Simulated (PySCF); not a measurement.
# C2H2F2O (SMILES O=CC(F)F): a chain of runs

Aim: a structure relaxation (mPW1PW91-D4/pc-1), then vibrational wavenumbers, then the energy (CCSD(T)/6-311G*), then the vertical excitations (TD-rSCAN/3-21G) of C2H2F2O. 

The results are computed with PySCF 2.14.0.

## Step 1: The molecule

C2H2F2O has 7 atoms, charge 0, and is taken as a singlet. SMILES: `O=CC(F)F`. All atoms were displaced at random from a relaxed shape. The run starts from this shape.

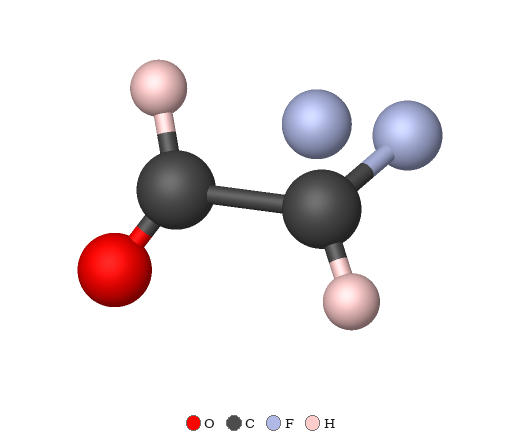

Viewed from a chosen angle; oxygen red, carbon dark grey, fluorine light blue, hydrogen pink.

## Step 2: A structure relaxation at mPW1PW91-D4/pc-1 (run 1)

Contents of input.py:

```python
# O=CC(F)F
from pyscf import gto, dft
from pyscf.geomopt.geometric_solver import kernel as optimise

mol = gto.M(
    atom=[
    ('O', (-1.261735, 0.972813, 0.943462)),
    ('C', (-0.301782, 0.515011, 0.799788)),
    ('C', (0.091021, -0.227179, -0.680426)),
    ('F', (0.403146, -1.675595, -0.292057)),
    ('F', (1.442803, 0.292056, -0.986827)),
    ('H', (0.517276, 0.351284, 1.512573)),
    ('H', (-0.589254, -0.114609, -1.454704)),
],
    verbose=3,
    max_memory=1860,
    charge=0,
    basis='pc-1',
)

mf = dft.RKS(mol)
mf.xc = 'mpw1pw'
mf.disp = 'd4'
converged, mol_eq = optimise(mf, maxsteps=100)
print('converged:', converged)
print(mol_eq.tostring())

mf.reset(mol_eq)
mol = mol_eq
mf.kernel()
e_final = mf.e_tot
print('Final energy', e_final)
```

Run with:

```sh
$ OMP_NUM_THREADS=1 python input.py
```

Output:

```text
maxiter                   100
[... 58 lines left out ...]
converged SCF energy = -352.071926640479
[... 74 lines left out ...]
converged SCF energy = -352.144456793447
[... 99 lines left out ...]
converged SCF energy = -352.145240818409
[... 99 lines left out ...]
converged SCF energy = -352.145254524343
[... 89 lines left out ...]
Converged! =D
[... 1 line left out ...]
converged: True
O          -1.17311358        0.97125591        0.79252032
C          -0.16112334        0.34803105        0.64162711
C           0.17019531       -0.36053129       -0.65956253
F           0.39249604       -1.67035374       -0.38494459
F           1.32246257        0.16409394       -1.14681803
H           0.61242626        0.23639904        1.43117814
H          -0.62202834       -0.26917396       -1.40835361
converged SCF energy = -352.145255444934
Final energy -352.14525544493443
```

Run time: 5.9 min. Hardware: 1 thread of AMD EPYC (Zen 3), shared host; peak memory 0.79 GiB.

Step by step:

```
step  energy from the first frame kept (eV)  largest force (eV/Å)
   0                                 0.0000               16.4323
   1                                -1.6866                5.6499
   2                                -1.7216                2.0475
   3                                -1.9736                0.7270
   4                                -1.9893                0.4880
   5                                -1.9947                0.0622
   6                                -1.9949                0.0226
   7                                -1.9950                0.0260
   8                                -1.9951                0.0334
   9                                -1.9952                0.0513
  10                                -1.9953                0.0302
  11                                -1.9954                0.0176
  12                                -1.9953                0.0116
  13                                -1.9954                0.0273
  14                                -1.9954                0.0171
```

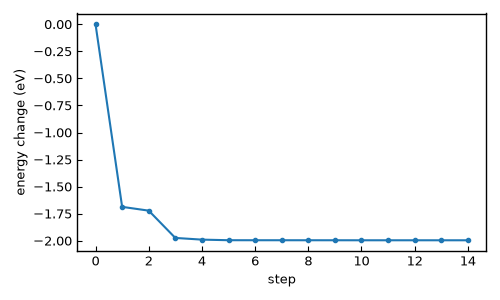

Energy along the run.

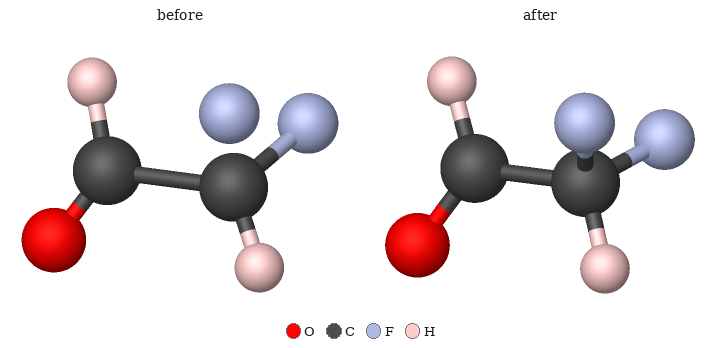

Before and after, at one scale.

After the run. Bond lengths: O1–C2 1.198 Å, C2–C3 1.518 Å, C3–F4 1.357 Å, C3–F5 1.357 Å, C2–H6 1.111 Å, C3–H7 1.094 Å. Angles: O1–C2–C3 122.3°, C2–C3–F4 108.2°, C2–C3–F5 108.2°, F4–C3–F5 107.9°, O1–C2–H6 123.4°, C3–C2–H6 114.2°, C2–C3–H7 112.9°, F4–C3–H7 109.7°, F5–C3–H7 109.7°.

## Step 3: Vibrational wavenumbers at mPW1PW91-D4/pc-1 (run 2)

Contents of calc.py:

```python
# O=CC(F)F
from pyscf import gto, dft, symm
from pyscf.hessian import thermo

system = gto.Mole()
system.atom = [
    ('O', (-1.346937, 1.136939, 1.000103)),
    ('C', (-0.334946, 0.513714, 0.849210)),
    ('C', (-0.003628, -0.194848, -0.451980)),
    ('F', (0.218673, -1.504671, -0.177362)),
    ('F', (1.148640, 0.329777, -0.939235)),
    ('H', (0.438603, 0.402082, 1.638761)),
    ('H', (-0.795851, -0.103491, -1.200771)),
]
system.max_memory = 1860
system.basis = 'pc-1'
system.verbose = 3
system.charge = 0
system.build()

calc0 = dft.RKS(system)
calc0.xc = 'mpw1pw'
calc0.disp = 'd4'
calc0.kernel()

energy = calc0.e_tot
print(f'total energy: {energy:.8f} hartree')
hess = calc0.Hessian().kernel()
modes = thermo.harmonic_analysis(system, hess)
thermo.dump_normal_mode(system, modes)
symm.geom.TOLERANCE = 1e-3  # for the symmetry number
th = thermo.thermo(calc0, modes['freq_au'], 200, 101325)
thermo.dump_thermo(system, th)
```

Run with:

```sh
$ OMP_NUM_THREADS=1 python calc.py
```

Output:

```text
converged SCF energy = -352.14525544422
total energy: -352.14525544 hartree

WARN: DFTD4 does not support analytical Hessian, using finite difference.

WARN: Mole.unit (angstrom) is changed to Bohr

[... 84 lines left out ...]
Gibbs free energy [Eh] -352.12099
```

Wall time 3.5 min (1 thread of AMD EPYC (Zen 3), shared host); peak memory 1.1 GiB.

## Step 4: The energy at CCSD(T)/6-311G(d) (sfX2C) (run 3)

Contents of run.py:

```python
from pyscf import gto, cc

molecule = gto.Mole()
molecule.atom = [
    ('O', (-1.173114, 0.971256, 0.792520)),
    ('C', (-0.161123, 0.348031, 0.641627)),
    ('C', (0.170195, -0.360531, -0.659563)),
    ('F', (0.392496, -1.670354, -0.384945)),
    ('F', (1.322463, 0.164094, -1.146818)),
    ('H', (0.612426, 0.236399, 1.431178)),
    ('H', (-0.622028, -0.269174, -1.408354)),
]
molecule.verbose = 3
molecule.charge = 0
molecule.basis = '6-311g*'
molecule.max_memory = 1860
molecule.build()

mf = molecule.RHF()
mf = mf.sfx2c1e()
mf.kernel()

mycc = cc.CCSD(mf, frozen=5)
mycc.kernel()
e_t = mycc.ccsd_t()
etot = mycc.e_tot + e_t
print('E(%s) = %.9f' % ('CCSD(T)', etot))
```

Run with:

```sh
$ OMP_NUM_THREADS=1 python run.py
```

Output:

```text
converged SCF energy = -350.950194732263
E(CCSD) = -351.8261906796149  E_corr = -0.8759959473522825
CCSD(T) correction = -0.027383753824401
E(CCSD(T)) = -351.853574433
```

Run time: 1.9 min. Hardware: 1 thread of AMD EPYC (Zen 3), shared host; peak memory 0.71 GiB.

## Step 5: The vertical excitations at TD-rSCAN/3-21G (density fitting with cc-pvtz-jkfit, spin of roots singlet) (run 4)

Contents of input.xyz:

```xyz
7

O     -1.173114     0.971256     0.792520
C     -0.161123     0.348031     0.641627
C      0.170195    -0.360531    -0.659563
F      0.392496    -1.670354    -0.384945
F      1.322463     0.164094    -1.146818
H      0.612426     0.236399     1.431178
H     -0.622028    -0.269174    -1.408354
```

Contents of calc.py:

```python
from pyscf import gto, dft, tdscf

system = gto.Mole()
system.atom = 'input.xyz'
system.basis = '3-21g'
system.verbose = 3
system.max_memory = 1860
system.build()

calc0 = dft.RKS(system)
calc0.xc = 'rscan'
calc0 = calc0.density_fit(auxbasis='cc-pvtz-jkfit')
calc0.kernel()

e_final = calc0.e_tot
print('E(%s) = %.9f' % ('RSCAN', e_final))

td = calc0.TDDFT()
td.nstates = 6
td.kernel()
td.analyze()
roots = td.e * 27.211386
osc = td.oscillator_strength()
print('state   eV      nm      f')
for i, (w, f) in enumerate(zip(roots, osc), 1):
    print('%3d %9.4f %8.1f %9.5f' % (i, w, 1239.842 / w, f))
```

Run with:

```sh
$ OMP_NUM_THREADS=1 python calc.py
```

Output:

```text
converged SCF energy = -350.294383247451
E(RSCAN) = -350.294383247
Excitation energies (eV)
[4.11812126 6.42901076 7.10970344 7.62213472 7.97067884 9.37207305]

** Singlet excitation energies and oscillator strengths **
state   eV      nm      f
  1    4.1181    301.1   0.00020
  2    6.4290    192.9   0.00002
  3    7.1097    174.4   0.00634
  4    7.6221    162.7   0.03221
  5    7.9707    155.6   0.01220
  6    9.3721    132.3   0.15992
```

It took 94 s on 1 thread of AMD EPYC (Zen 3), shared host; peak memory 0.42 GiB.

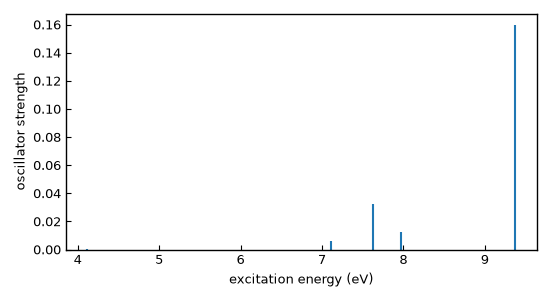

Vertical excitations as sticks.

The roots found:

```
excited state  energy (eV)  strength
            1        4.118    0.0002
            2        6.429    0.0000
            3        7.110    0.0063
            4        7.622    0.0322
            5        7.971    0.0122
            6        9.372    0.1599
```

## Step 6: Outcome

```
                                                                       quantity             value
                               run 1, mPW1PW91-D4/pc-1: total energy at the end     -352.14526 Eh
                                         run 1, mPW1PW91-D4/pc-1: dipole moment            0.48 D
                                           run 1, mPW1PW91-D4/pc-1: HOMO energy          -8.45 eV
                                           run 1, mPW1PW91-D4/pc-1: LUMO energy          -1.91 eV
                                         run 1, mPW1PW91-D4/pc-1: HOMO–LUMO gap           6.54 eV
                                     run 1, mPW1PW91-D4/pc-1: dispersion energy     -11.01 kJ/mol
                            run 2, mPW1PW91-D4/pc-1: lowest harmonic wavenumber           88 cm⁻¹
                           run 2, mPW1PW91-D4/pc-1: highest harmonic wavenumber         3161 cm⁻¹
                                     run 2, mPW1PW91-D4/pc-1: zero-point energy      110.0 kJ/mol
run 2, mPW1PW91-D4/pc-1: ideal-gas entropy at 200 K (symmetry number 1 as used)  66.0 cal/(mol K)
                                           run 3, CCSD(T)/6-311G*: total energy     -351.85357 Eh
                   run 3, CCSD(T)/6-311G*: dipole moment (Hartree–Fock density)            0.49 D
                    run 3, CCSD(T)/6-311G*: HOMO energy (Hartree–Fock orbitals)         -12.58 eV
                    run 3, CCSD(T)/6-311G*: LUMO energy (Hartree–Fock orbitals)           2.86 eV
                  run 3, CCSD(T)/6-311G*: HOMO–LUMO gap (Hartree–Fock orbitals)          15.44 eV
            run 3, CCSD(T)/6-311G*: correlation energy (5 core orbitals frozen)        -903.4 mEh
                                         run 3, CCSD(T)/6-311G*: (T) correction        -27.38 mEh
                                          run 3, CCSD(T)/6-311G*: T1 diagnostic             0.014
                       run 4, TD-rSCAN/3-21G: ground-state or mean-field energy     -350.29438 Eh
                 run 4, TD-rSCAN/3-21G: dipole moment (rSCAN Kohn–Sham density)            0.39 D
                  run 4, TD-rSCAN/3-21G: HOMO energy (rSCAN Kohn–Sham orbitals)          -6.51 eV
                  run 4, TD-rSCAN/3-21G: LUMO energy (rSCAN Kohn–Sham orbitals)          -2.60 eV
                run 4, TD-rSCAN/3-21G: HOMO–LUMO gap (rSCAN Kohn–Sham orbitals)           3.91 eV
                        run 4, TD-rSCAN/3-21G: lowest singlet excitation energy           4.12 eV
```

The optimisation (run 1, mPW1PW91-D4/pc-1) took 14 steps and changed the energy by -1.995 eV. All 15 modes (run 2, mPW1PW91-D4/pc-1) are real, so the shape is a minimum at this level. Mulliken charges (run 2, mPW1PW91-D4/pc-1) run from -0.31 on F4 to +0.52 on C3. The triples (run 3, CCSD(T)/6-311G*) make up 3.0 % of the correlation energy. The brightest of the 6 transitions from the ground state lies at 9.37 eV (132 nm, f = 0.160); the lowest, at 4.12 eV, has f = 0.000. Roots above 6.5 eV lie over the negative of the HOMO energy, where those of Rydberg kind are poorly described; valence roots are less touched.
